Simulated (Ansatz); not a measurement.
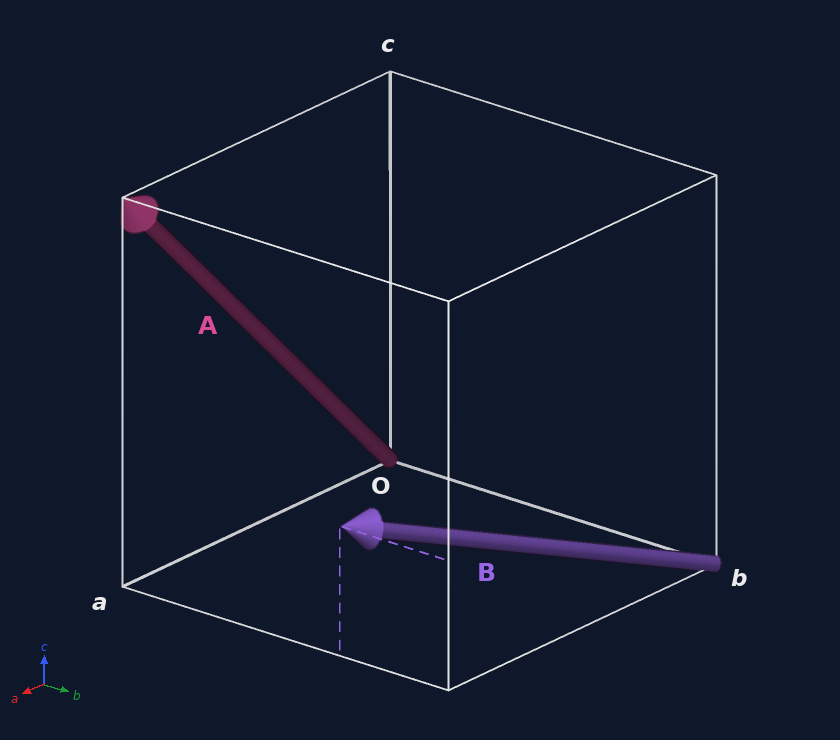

For GaAs, the end point of a relaxation with Ansatz 0.2.0, DFT PBE+D3(BJ), scalar-relativistic, plane waves, PAW: each arrow starts at a corner of the unit cell and ends on its surface; where a tip isn't a corner, dashed lines run from it parallel to the axes. All values are computed from the atomic coordinates in the standard setting (tolerance 0.002 Å).

a = 5.675 Å, b = 5.675 Å, c = 5.675 Å, α = 90.00°, β = 90.00°, γ = 90.00°.

### Index the directions.

Arrow A runs from (0, 0, 0) to (1, 0, 1), so [1 0 1]; Arrow B runs from (0, 1, 0) to (1, 2/3, 1/3), so [3 −1 1].

### How long is the vector ua + vb + wc in each case, and what angles do the directions make?

A 8.025 Å; B 18.821 Å. A–B: 31.5°.
